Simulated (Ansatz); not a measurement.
The parent structure is MoTe$_{2}$ (space group P6_3/mmc, No. 194; a = 3.4966 Å, c = 13.6959 Å; layered, stacked along the Cartesian z axis). Axes: x lies along a and z along c of the hexagonal cell.

Modification: biaxial strain +1.20 %, plane normal [001], relaxed out of plane (Cartesian); in-plane vectors clamped, the third vector and the atoms free.

The values are results of PBE-D3(BJ) (Ansatz, a first-principles code, PAW, scalar-relativistic without spin-orbit coupling), not measurements.

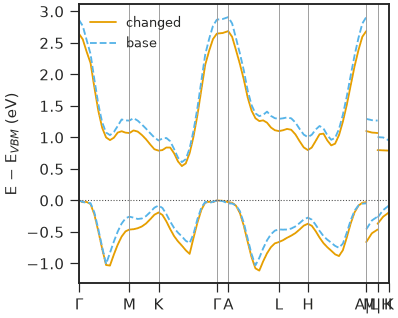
Highest valence and lowest conduction band along the path, each from its own valence-band maximum

Question: Read the changed gap and its character from the plot.

Answer: About 0.55 eV, indirect, Γ → K–Γ (40 % along).

Spin-orbit coupling, missing from the scalar runs, can matter with Te. No phonon test of stability was made. The D3 term's C6 switches between coordination references near this geometry, which can add small steps to energies.
